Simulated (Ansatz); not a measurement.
AlF₂H₃Si···H₂

Input file:

```
crystal:
  periodic: [false, false, false]
  atoms:
    - {symbol: Al, position_ang: [-1.034329, 0.211317, -0.195612]}
    - {symbol: H, position_ang: [-1.039505, -0.980048, 1.847845]}
    - {symbol: F, position_ang: [-1.943479, -0.884400, -1.024840]}
    - {symbol: F, position_ang: [-1.835323, 1.286369, 0.762413]}
    - {symbol: H, position_ang: [-1.068160, -1.561028, 1.369064]}
    - {symbol: Si, position_ang: [1.346771, 0.443197, -0.619988]}
    - {symbol: H, position_ang: [2.042544, 0.976847, 0.582421]}
    - {symbol: H, position_ang: [1.584350, 1.380725, -1.751756]}
    - {symbol: H, position_ang: [1.947029, -0.872878, -0.969448]}
basis:
  gaussian: {orbitals: def2-TZVPP}
hamiltonian: {xc: pbe0, dispersion: d4}
output: {orbitals: {seedname: orbitals}}
```

Run with:

```sh
ansatz run in.yaml --threads 4 --pin off --events-out ev --progress --plain --max-ram 9574MiB
```

The product side of a reaction path; geometry: PBE0-D4/def2-TZVP.

Computed with RKS PBE0-D4/def2-TZVPP (Ansatz).

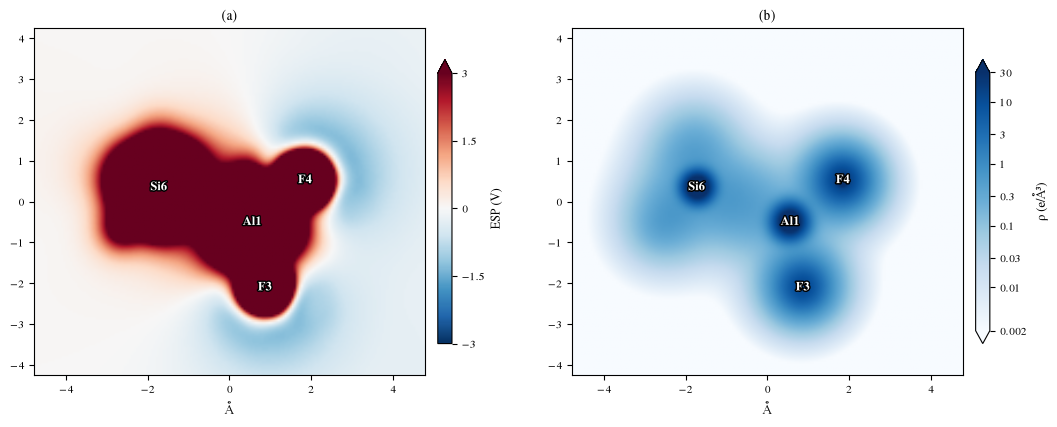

Figure 1. (a) molecular electrostatic potential; (b) total electron density on the plane of atoms F4, Al1 and Si6.

Describe what can be read from this map.

The plane passes through Al, F and Si nuclei.
Al–F (1.65 Å): the density is about 0.92 e/Å³ at the midpoint.
Al–Si (2.43 Å): ρ at the midpoint is about 0.52 e/Å³.
Outside the dense part of the complex the potential is most negative (−1.3 V) near F3 and F4.

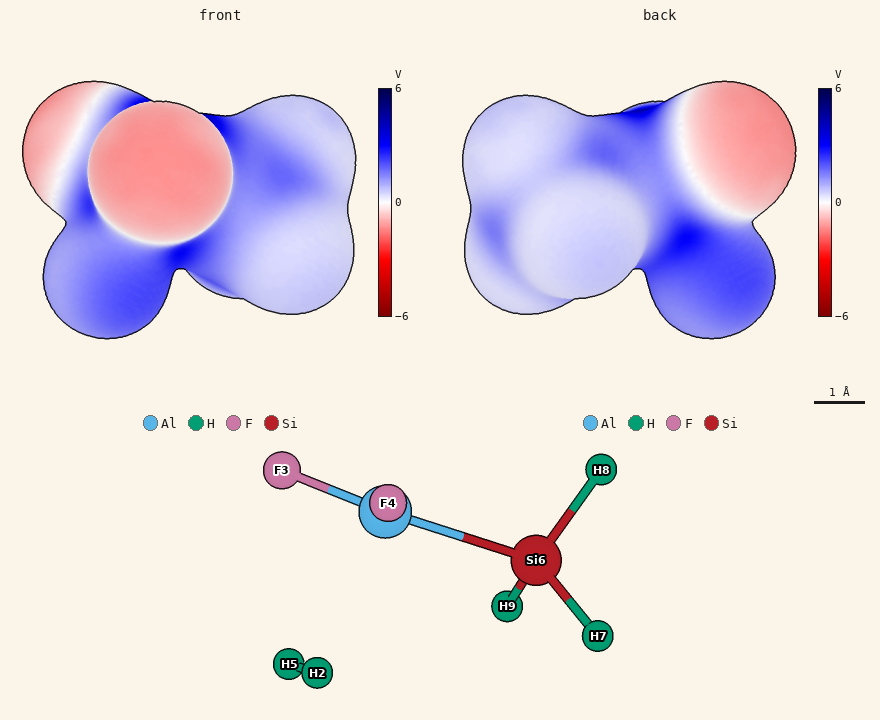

Figure 2. The electrostatic potential painted on the density surface at 0.004 e/bohr³, seen from the front and from behind; the colour scale runs from red (negative) to blue (positive). The bare structure is drawn below in the same view.

Where is the surface potential most negative and most positive?

The most negative region (about −1.3 V) lies over F3 and F4, the most positive (about +5.2 V) over Al1.

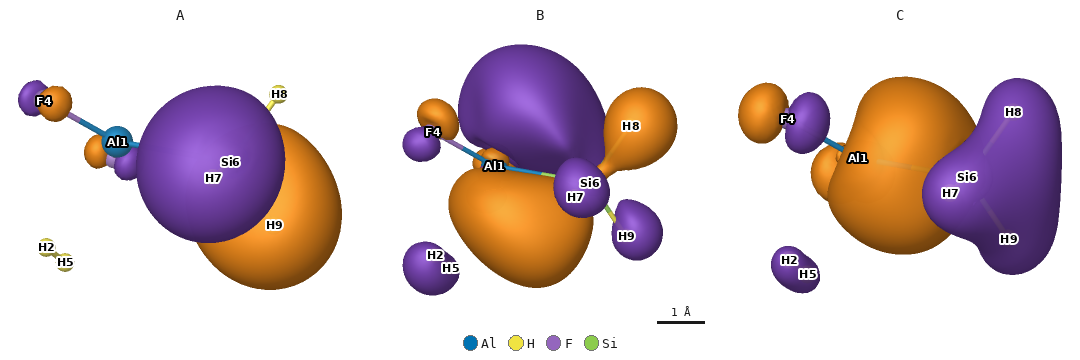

Figure 3. Three frontier orbitals at ±0.08 Å⁻³ᐟ² (orange and purple are the two phases), in no order.

Order the three orbitals by energy and name them.

A is the HOMO−1 (−10.06 eV). It lies mainly on Si6 (about 45 %), H7 (about 25 %) and H9 (about 25 %). C is the HOMO (−8.46 eV). It lies mainly on Si6 (about 45 %) and Al1 (about 30 %). B is the LUMO (−1.01 eV). By Hirshfeld shares it lies mainly on Al1 (about 50 %) and Si6 (about 25 %).

What is the HOMO–LUMO gap?

7.45 eV between the orbital energies.

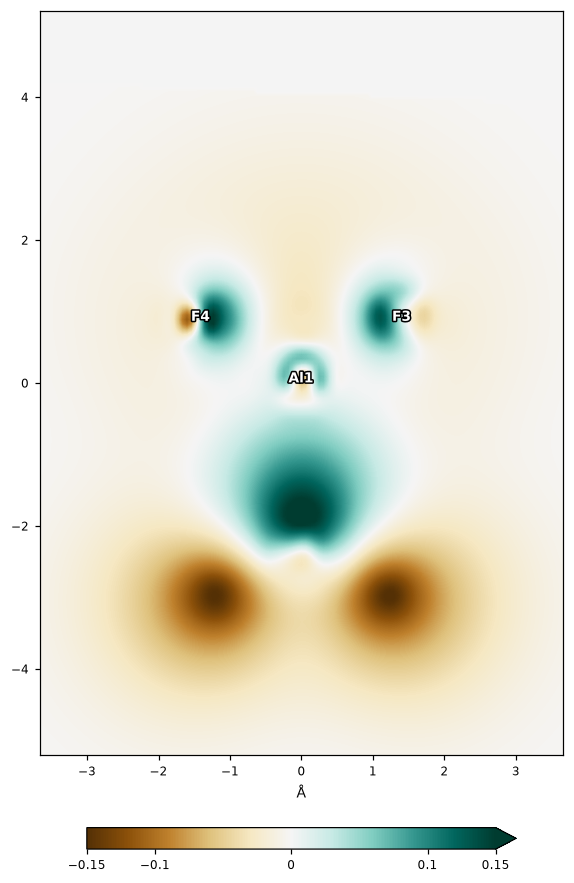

Figure 4. The LUMO on the plane of atoms F3, Al1 and F4 (values in Å⁻³ᐟ²; the overall sign is arbitrary).

What is the character of this orbital?

It lies mainly on Al1 (about 50 %) and Si6 (about 25 %). Its energy is −1.01 eV.
